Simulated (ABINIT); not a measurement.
## AlN (P6_3mc): one start, several treatments of the self-energy

Aim: compare treatments of exchange, screening and correlation for the gap of AlN (P6_3mc).

Program: ABINIT 10.8.3. Level of theory: PBE and many-body steps on it, plane waves. Results are calculated unless marked as measured.

The database entry behind the starting cell differs from later determinations by our own check (inner coordinate u about 0.002 short), so it need not match the best structure at ambient conditions.

**1. The structure**

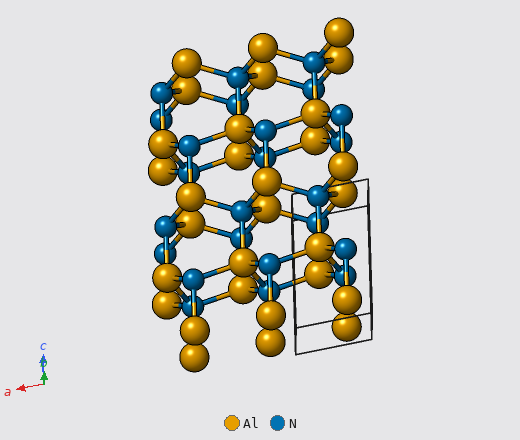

Start, viewed from a free direction; aluminium orange, nitrogen blue. 3×2×2 cells are drawn. Some periodic images of atoms are drawn too.

As a file:

```cif
data_structure
_symmetry_space_group_name_H-M 'P 1'
_symmetry_Int_Tables_number 1
_cell_length_a 3.1130
_cell_length_b 3.1130
_cell_length_c 4.9810
_cell_angle_alpha 90.000
_cell_angle_beta 90.000
_cell_angle_gamma 120.000
_cell_volume 41.80
loop_
_atom_site_label
_atom_site_type_symbol
_atom_site_fract_x
_atom_site_fract_y
_atom_site_fract_z
_atom_site_occupancy
Al1 Al 0.33333 0.66667 0.00000 1
Al2 Al 0.66667 0.33333 0.50000 1
N3 N 0.33333 0.66667 0.38000 1
N4 N 0.66667 0.33333 0.88000 1
```

The cell and positions come from the Crystallography Open Database and are kept as given unless a step says otherwise.

**2. Empty states on the mesh, 6×6×4 mesh, 190 bands**

This step: ABINIT 10.8.3; DFT, PBE, plane waves, norm-conserving pseudopotentials.

The sums over transitions need many empty states on a uniform mesh; this step solves for them.

run.abi reads:

```
acell 3*1.0 Angstrom
rprim 
  3.113000000011 -0.000000000003 0.000000000000
  -1.556500000003 2.695937081992 0.000000000000
  0.000000000000 0.000000000000 4.981000000000
ntypat 2
znucl 13 7
natom 4
typat 1 1 2 2
xred 
  0.333333333333 0.666666666667 0.000000000000
  0.666666666667 0.333333333333 0.500000000000
  0.333333333333 0.666666666667 0.380000000000
  0.666666666667 0.333333333333 0.880000000000
pp_dirpath "pseudos"
pseudos "Al.upf, N.upf"
ecut 36
ngkpt 6 6 4
nshiftk 1
shiftk 0 0 0
kptopt 1
chksymbreak 0
irdden 1
istwfk *1
nband 190
prtvol 0
optdriver 6
gwr_task "HDIAGO"
paral_kgb 0
occopt 1
indata_prefix "in"
outdata_prefix "out"
tmpdata_prefix "tmp"
```

On the command line:

```console
> OMP_NUM_THREADS=1 mpirun -n 8 abinit run.abi > log
```

What it wrote:

```text
.Version 10.8.3 of ABINIT. v10.8.2 released Aug 2026.

 Symmetries : space group P6_3 m c (#186); Bravais hP (primitive hexag.)
[... echo of the input left out ...]
== DATASET  1 ==================================================================
-   mpi_nproc: 8, omp_nthreads: 1 (-1 if OMP is not activated)

--- !DatasetInfo
iteration_state: {dtset: 1, }
dimensions: {natom: 4, nkpt: 21, mband: 190, nsppol: 1, nspinor: 1, nspden: 1, mpw: 2934, }
cutoff_energies: {ecut:  36.0, pawecutdg:  -1.0, }
[...]
Direct band gap semiconductor
 Fundamental gap:     4.220 (eV)
   VBM:     5.314 (eV) at k: [ 0.0000E+00,  0.0000E+00,  0.0000E+00]
   CBM:     9.535 (eV) at k: [ 0.0000E+00,  0.0000E+00,  0.0000E+00]
 Direct gap:         4.220 (eV) at k: [ 0.0000E+00,  0.0000E+00,  0.0000E+00]

== END DATASET(S) ==============================================================
================================================================================

 -outvars: echo values of variables after computation  --------
           etotal      0.0000000000E+00
            nband         190
             nkpt          21
          spgroup         186
 [... the other variables as echoed above ...]

 Calculation completed.
```

Elapsed: 1.7 min, on 8 MPI ranks of Arm Neoverse N1, shared host; peak memory 4.1 GiB.

Numbers from this step:

```
gap                                                           : 4.220 eV
k of the valence top                                          : 0, 0, 0
k of the conduction bottom                                    : 0, 0, 0
least direct gap                                              : 4.220 eV
k points computed                                             : 21
lowest point of the top converged band, above the valence top : 134.4323 eV
```

On this mesh the gap is 4.220 eV.

The density comes from a self-consistent run that is not shown.

**3. Screening, 6×6×4 mesh, 182 bands, screening to 228.6 eV**

The RPA dielectric matrix is built and inverted for each q.

This step: RPA screening on PBE, plane waves, norm-conserving pseudopotentials.

Edit run.abi of step 2 so:

```diff
@@ -22,10 +22,11 @@
 chksymbreak 0
-irdden 1
 istwfk *1
-nband 190
-prtvol 0
-optdriver 6
-gwr_task "HDIAGO"
-paral_kgb 0
 occopt 1
+irdwfk 1
+optdriver 3
+nband 182
+ecuteps 8.4
+inclvkb 2
+awtr 1
+symchi 1
 indata_prefix "in"
```

What it wrote:

```text
.Version 10.8.3 of ABINIT. v10.8.2 released Aug 2026.

 Symmetries : space group P6_3 m c (#186); Bravais hP (primitive hexag.)
[... echo of the input left out ...]
== DATASET  1 ==================================================================
-   mpi_nproc: 8, omp_nthreads: 1 (-1 if OMP is not activated)

--- !DatasetInfo
iteration_state: {dtset: 1, }
dimensions: {natom: 4, nkpt: 21, mband: 182, nsppol: 1, nspinor: 1, nspden: 1, mpw: 2934, }
cutoff_energies: {ecut:  36.0, pawecutdg:  -1.0, }
electrons: {nelect:   1.60000000E+01, charge:   0.00000000E+00, occopt:   1.00000000E+00, tsmear:   1.00000000E-02, }

 SCREENING: Calculation of the susceptibility and dielectric matrices

 Based on a program developped by R.W. Godby, V. Olevano, G. Onida, and L. Reining.
 Incorporated in ABINIT by V. Olevano, G.-M. Rignanese, and M. Torrent.
.Using double precision arithmetic ; gwpc =  8

[... cell and pseudopotentials left out ...]
--------------------------------------------------------------------------------

 ==== K-mesh for the wavefunctions ====
 Number of points in the irreducible wedge :    21
[... list of points left out ...]
 Together with 12 symmetry operations and time-reversal symmetry
 yields   144 points in the full Brillouin Zone.

 ==== Q-mesh for the screening function ====
 Number of points in the irreducible wedge :    21
[... list of points left out ...]
 Together with 12 symmetry operations and time-reversal symmetry
 yields   144 points in the full Brillouin Zone.

 setmesh: FFT mesh size selected  =    24x   24x   40
          total number of points  =        23040

 vcoul_init : cutoff-mode = AUXILIARY_FUNCTION
 q-points for optical limit:   1
     1)      0.000010    0.000020    0.000030

- screening: taking advantage of time-reversal symmetry
- Maximum band index for partially occupied states nbvw = 8
- Remaining bands to be divided among processors   nbcw = 174
- Number of bands treated by each node ~21

 Number of electrons calculated from density =   16.0000; Expected =   16.0000
 average of density, n =  0.056718
 r_s =    1.6146
 omega_plasma =   22.9728 [eV]

 calculating chi0 at frequencies [eV] :
  1    0.000000E+00    0.000000E+00
  2    0.000000E+00    2.297283E+01

--------------------------------------------------------------------------------
  q-point number  1        q = ( 0.000000, 0.000000, 0.000000) [r.l.u.]
--------------------------------------------------------------------------------
[... chi0 elements left out ...]
 For q-point:  0.000010 0.000020 0.000030
  dielectric constant =   4.2128
  dielectric constant without local fields =   4.6425

  Average fulfillment of the sum rule on Im[epsilon] for q-point    1 :     89.87  [%]
[... wings left out ...]
  q-point number  2        q = ( 0.166667, 0.000000, 0.000000) [r.l.u.]
--------------------------------------------------------------------------------
[... chi0 elements left out ...]
  Average fulfillment of the sum rule on Im[epsilon] for q-point    2 :     94.40  [%]

 [... 19 further q-points ...]
```

The job ended after 6 min (8 MPI ranks; peak memory 2.7 GiB; 48 min of CPU time).

Numbers from this step:

```yaml
eps_infinity_with_local_fields_on_this_mesh_along_the_program_s_q_direction: 4.213
the_same_without_local_fields: 4.643
plasma_frequency: 22.97 eV
plane_waves_in_the_screening_matrix: 313
```

Local fields lower ε∞ by 9 %.

**4. G0W0, Godby-Needs plasmon pole**

The self-energy is evaluated for the states that the input lists, and the levels follow from it, in one-shot runs by the linearised quasiparticle equation.

This step: G0W0 on PBE, plane waves, norm-conserving pseudopotentials.

Edit run.abi of step 3 so:

```diff
@@ -25,8 +25,15 @@
 irdwfk 1
-optdriver 3
+optdriver 4
 nband 182
+gwcalctyp 0
+ecutsigx 36
+symsigma 1
+nkptgw 1
+kptgw 
+  0.0000000000 0.0000000000 0.0000000000
+bdgw 
+  6 10
 ecuteps 8.4
-inclvkb 2
-awtr 1
-symchi 1
+irdscr 1
+ppmodel 1
 indata_prefix "in"
```

What it wrote:

```text
.Version 10.8.3 of ABINIT. v10.8.2 released Aug 2026.

 Symmetries : space group P6_3 m c (#186); Bravais hP (primitive hexag.)
[... echo of the input left out ...]
== DATASET  1 ==================================================================
-   mpi_nproc: 8, omp_nthreads: 1 (-1 if OMP is not activated)

--- !DatasetInfo
iteration_state: {dtset: 1, }
dimensions: {natom: 4, nkpt: 21, mband: 182, nsppol: 1, nspinor: 1, nspden: 1, mpw: 2934, }
cutoff_energies: {ecut:  36.0, pawecutdg:  -1.0, }
electrons: {nelect:   1.60000000E+01, charge:   0.00000000E+00, occopt:   1.00000000E+00, tsmear:   1.00000000E-02, }

 SIGMA: Calculation of the GW corrections

 Based on a program developped by R.W. Godby, V. Olevano, G. Onida, and L. Reining.
 Incorporated in ABINIT by V. Olevano, G.-M. Rignanese, and M. Torrent.
.Using double precision arithmetic ; gwpc =  8

[... cell and pseudopotentials left out ...]
--------------------------------------------------------------------------------

 ==== K-mesh for the wavefunctions ====
 Number of points in the irreducible wedge :    21
[... list of points left out ...]
 Together with 12 symmetry operations and time-reversal symmetry
 yields   144 points in the full Brillouin Zone.

 ==== Q-mesh for screening function ====
 Number of points in the irreducible wedge :    21
[... list of points left out ...]
 Together with 12 symmetry operations and time-reversal symmetry
 yields   144 points in the full Brillouin Zone.

 vcoul_init : cutoff-mode = AUXILIARY_FUNCTION
 q-points for optical limit:   1
     1)      0.000010    0.000020    0.000030
 setmesh: FFT mesh size selected  =    27x   27x   54
          total number of points  =        39366

 Number of electrons calculated from density =   16.0000; Expected =   16.0000
 average of density, n =  0.056718
 r_s =    1.6146
 omega_plasma =   22.9728 [eV]

 === KS Band Gaps ===
  >>>> For spin  1
   Minimum direct gap =   4.2205 [eV], located at k-point      :   0.0000  0.0000  0.0000
   Fundamental gap    =   4.2205 [eV], Top of valence bands at :   0.0000  0.0000  0.0000
                                       Bottom of conduction at :   0.0000  0.0000  0.0000
 SIGMA fundamental parameters:
 PLASMON POLE MODEL  1
 number of plane-waves for SigmaX                 2863
 number of plane-waves for SigmaC and W            313
 number of plane-waves for wavefunctions          2863
 number of bands                                   182
 number of independent spin polarizations            1
 number of spinorial components                      1
 number of k-points in IBZ                          21
 number of q-points in IBZ                          21
 number of symmetry operations                      12
 number of k-points in BZ                          144
 number of q-points in BZ                          144
 number of frequencies for dSigma/dE                 9
 frequency step for dSigma/dE [eV]                0.25
 number of omega for Sigma on real axis              0
 max omega for Sigma on real axis  [eV]           0.00
 zcut for avoiding poles [eV]                     0.10

 EPSILON^-1 parameters (SCR file):
 dimension of the eps^-1 matrix on file            313
 dimension of the eps^-1 matrix used               313
 number of plane-waves for wavefunctions          2863
 number of bands                                   182
 number of q-points in IBZ                          21
 number of frequencies                               2
 number of real frequencies                          1
 number of imag frequencies                          1

 matrix elements of self-energy operator (all in [eV])

 Perturbative Calculation

--- !SelfEnergy_ee
iteration_state: {dtset: 1, }
kpoint     : [   0.000,    0.000,    0.000, ]
spin       : 1
KS_gap     :    4.220
QP_gap     :    5.615
Delta_QP_KS:    1.394
data: !SigmaeeData |
     Band     E0 <VxcDFT>   SigX SigC(E0)      Z dSigC/dE  Sig(E)    E-E0       E
        6   5.135 -16.968 -20.992   2.958   0.787  -0.271 -17.807  -0.839   4.296
        7   5.135 -16.968 -20.992   2.958   0.787  -0.271 -17.807  -0.839   4.296
        8   5.314 -17.078 -21.024   2.916   0.787  -0.271 -17.889  -0.811   4.504
        9   9.535 -12.527  -8.048  -3.764   0.817  -0.224 -11.944   0.584  10.118
       10  11.990 -10.836  -5.799  -4.284   0.827  -0.210 -10.214   0.622  12.612

== END DATASET(S) ==============================================================
================================================================================

 -outvars: echo values of variables after computation  --------
           etotal      0.0000000000E+00
            nband         182
             nkpt          21
          spgroup         186
 [... the other variables as echoed above ...]

 Calculation completed.
```

The job ended after 24 s (8 MPI ranks; peak memory 3 GiB; 3.2 min of CPU time).

This step gave:

* G0W0 gap on the points computed: 5.614 eV
* starting gap on the mesh: 4.220 eV
* k of the valence top: 0, 0, 0
* k of the conduction bottom: 0, 0, 0
* Z at the valence top: 0.787
* Z at the conduction bottom: 0.817
* least direct G0W0 gap on the computed points: 5.614 eV

The gap on the mesh goes from 4.22 eV to 5.61 eV, a correction of +1.39 eV.

**5. G0W0, Hybertsen-Louie plasmon pole**

Edit run.abi of step 4 so:

```diff
@@ -37,3 +37,3 @@
 irdscr 1
-ppmodel 1
+ppmodel 2
 indata_prefix "in"
```

What it wrote:

```text
.Version 10.8.3 of ABINIT. v10.8.2 released Aug 2026.

 Symmetries : space group P6_3 m c (#186); Bravais hP (primitive hexag.)
[... echo of the input left out ...]
== DATASET  1 ==================================================================
-   mpi_nproc: 8, omp_nthreads: 1 (-1 if OMP is not activated)

--- !DatasetInfo
iteration_state: {dtset: 1, }
dimensions: {natom: 4, nkpt: 21, mband: 182, nsppol: 1, nspinor: 1, nspden: 1, mpw: 2934, }
cutoff_energies: {ecut:  36.0, pawecutdg:  -1.0, }
electrons: {nelect:   1.60000000E+01, charge:   0.00000000E+00, occopt:   1.00000000E+00, tsmear:   1.00000000E-02, }

 SIGMA: Calculation of the GW corrections

 Based on a program developped by R.W. Godby, V. Olevano, G. Onida, and L. Reining.
 Incorporated in ABINIT by V. Olevano, G.-M. Rignanese, and M. Torrent.
.Using double precision arithmetic ; gwpc =  8

[... cell and pseudopotentials left out ...]
--------------------------------------------------------------------------------

 ==== K-mesh for the wavefunctions ====
 Number of points in the irreducible wedge :    21
[... list of points left out ...]
 Together with 12 symmetry operations and time-reversal symmetry
 yields   144 points in the full Brillouin Zone.

 ==== Q-mesh for screening function ====
 Number of points in the irreducible wedge :    21
[... list of points left out ...]
 Together with 12 symmetry operations and time-reversal symmetry
 yields   144 points in the full Brillouin Zone.

 vcoul_init : cutoff-mode = AUXILIARY_FUNCTION
 q-points for optical limit:   1
     1)      0.000010    0.000020    0.000030
 setmesh: FFT mesh size selected  =    27x   27x   54
          total number of points  =        39366

 Number of electrons calculated from density =   16.0000; Expected =   16.0000
[...]
number of q-points in IBZ                          21
 number of symmetry operations                      12
 number of k-points in BZ                          144
 number of q-points in BZ                          144
 number of frequencies for dSigma/dE                 9
 frequency step for dSigma/dE [eV]                0.25
 number of omega for Sigma on real axis              0
 max omega for Sigma on real axis  [eV]           0.00
 zcut for avoiding poles [eV]                     0.10

 EPSILON^-1 parameters (SCR file):
 dimension of the eps^-1 matrix on file            313
 dimension of the eps^-1 matrix used               313
 number of plane-waves for wavefunctions          2863
 number of bands                                   182
 number of q-points in IBZ                          21
 number of frequencies                               2
 number of real frequencies                          1
 number of imag frequencies                          1

 matrix elements of self-energy operator (all in [eV])

 Perturbative Calculation

--- !SelfEnergy_ee
iteration_state: {dtset: 1, }
kpoint     : [   0.000,    0.000,    0.000, ]
spin       : 1
KS_gap     :    4.220
QP_gap     :    5.721
Delta_QP_KS:    1.500
data: !SigmaeeData |
     Band     E0 <VxcDFT>   SigX SigC(E0)      Z dSigC/dE  Sig(E)    E-E0       E
        6   5.135 -16.968 -20.992   2.451   0.825  -0.212 -18.266  -1.298   3.837
        7   5.135 -16.968 -20.992   2.451   0.825  -0.212 -18.266  -1.298   3.837
        8   5.314 -17.078 -21.024   2.414   0.825  -0.212 -18.342  -1.265   4.050
        9   9.535 -12.527  -8.048  -4.200   0.846  -0.182 -12.291   0.236   9.771
       10  11.990 -10.836  -5.799  -4.581   0.852  -0.173 -10.447   0.389  12.379

== END DATASET(S) ==============================================================
================================================================================

 -outvars: echo values of variables after computation  --------
           etotal      0.0000000000E+00
            nband         182
             nkpt          21
          spgroup         186
 [... the other variables as echoed above ...]

 Calculation completed.
```

Wall time 23 s (8 MPI ranks); peak memory 2.8 GiB.

This step gave:

```
G0W0 gap on the points computed              : 5.721 eV
starting gap on the mesh                     : 4.220 eV
k of the valence top                         : 0, 0, 0
k of the conduction bottom                   : 0, 0, 0
Z at the valence top                         : 0.825
Z at the conduction bottom                   : 0.846
least direct G0W0 gap on the computed points : 5.721 eV
```

Against G0W0 in ABINIT (6×6×4 mesh, 182 bands, screening to 228.6 eV, Godby-Needs plasmon pole), the gap moves by +0.107 eV.

**6. G0W0, von der Linden-Horsch plasmon pole**

Edit run.abi of step 5 so:

```diff
@@ -37,3 +37,3 @@
 irdscr 1
-ppmodel 2
+ppmodel 3
 indata_prefix "in"
```

What it wrote:

```text
.Version 10.8.3 of ABINIT. v10.8.2 released Aug 2026.

 Symmetries : space group P6_3 m c (#186); Bravais hP (primitive hexag.)
[... echo of the input left out ...]
== DATASET  1 ==================================================================
-   mpi_nproc: 8, omp_nthreads: 1 (-1 if OMP is not activated)

--- !DatasetInfo
iteration_state: {dtset: 1, }
dimensions: {natom: 4, nkpt: 21, mband: 182, nsppol: 1, nspinor: 1, nspden: 1, mpw: 2934, }
cutoff_energies: {ecut:  36.0, pawecutdg:  -1.0, }
[...]
8   5.314 -17.078 -21.024   2.501   0.838  -0.193 -18.289  -1.211   4.104
        9   9.535 -12.527  -8.048  -4.157   0.860  -0.163 -12.250   0.277   9.812
       10  11.990 -10.836  -5.799  -4.716   0.870  -0.150 -10.557   0.279  12.269

== END DATASET(S) ==============================================================
================================================================================

 -outvars: echo values of variables after computation  --------
           etotal      0.0000000000E+00
            nband         182
             nkpt          21
          spgroup         186
 [... the other variables as echoed above ...]

 Calculation completed.
```

Run time: 17 s. Hardware: 8 MPI ranks; peak memory 2.1 GiB.

Numbers from this step:

```yaml
g0w0_gap_on_the_points_computed: 5.708 eV
starting_gap_on_the_mesh: 4.220 eV
k_of_the_valence_top: 0, 0, 0
k_of_the_conduction_bottom: 0, 0, 0
least_direct_g0w0_gap_on_the_computed_points: 5.708 eV
```

Against G0W0 in ABINIT (6×6×4 mesh, 182 bands, screening to 228.6 eV, Godby-Needs plasmon pole), the gap moves by +0.094 eV.

(Continued in part 2 of 2.)

[Paths, hosts, dates, memory and timing lines, banners, echoed tables and standing remarks are left out of the program output.]

[Logs are printed without paths, hosts, clocks, repeated set-up lines and the standing remarks that a program may print on its own settings, such as how far it seeks lower states.]

[Runs of the session that timed out or met a known fault of the program may be left out.]

[Hosts, paths, dates, database ids (printed as entryN), source tags and the programs' standing remarks are cut or masked in the printed files.]

[G0W0 gaps are taken among the corrected bands and points alone; a level outside them can change the order at an edge.]

[Where Ansatz stands beside ABINIT at settings called matched, ABINIT's density can come from a denser mesh and the files from another edition; pairs whose starting gaps differed by over 0.03 eV were left out, so agreement reads better than it is.]
